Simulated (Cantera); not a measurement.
Charge: 1 mol LiOH, a varied amount of H2, 0.011 mol O2, equilibrated at 1948.15 K and 0.0100 bar.

These are equilibrium values from Cantera (NASA tables, ideal gas, pure condensed phases), not measurements of a reactor. Candidate condensed phases: H2O, Li, LiH, LiOH, Li2O; 17 gas species. The numbers say what is thermodynamically allowed, not how fast it happens.

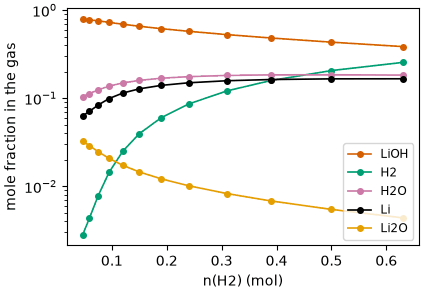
Fig. 1. Equilibrium gas composition (values under 1e-9 drawn at 1e-9)

From 0.047 mol H2 to 0.63 mol H2 nothing is condensed. The main Li-bearing gas is LiOH throughout.
